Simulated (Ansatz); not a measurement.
```xyz
6

N     0.0061    0.9495   -0.1660
Ge   -0.2454   -0.7660    0.4288
F     1.3182   -1.1967    1.0608
Cl   -0.6239   -2.0000   -1.3044
H     0.3924    1.5745    0.5314
H    -0.8053    1.3748   -0.5968
```

Geometry: PBE0-D4/def2-TZVP.

Level of theory: Ansatz 0.2.0, UKS PBE0-D4/def2-TZVPP.

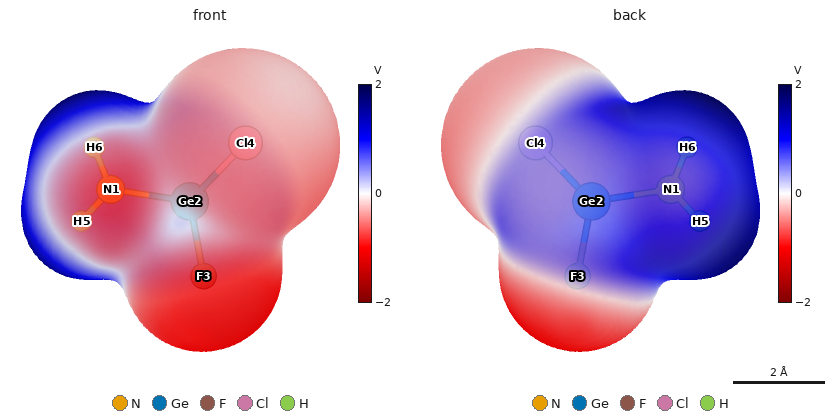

ClFGeH$_{2}$N (doublet). The molecular electrostatic potential painted on the density surface at 0.001 e/bohr³, seen from the front and from behind; red is negative and blue positive.

Q: Where is the surface potential most negative and most positive?

A: The most negative region (about −1.1 V) lies over F3, the most positive (about +1.9 V) over H5 and H6.
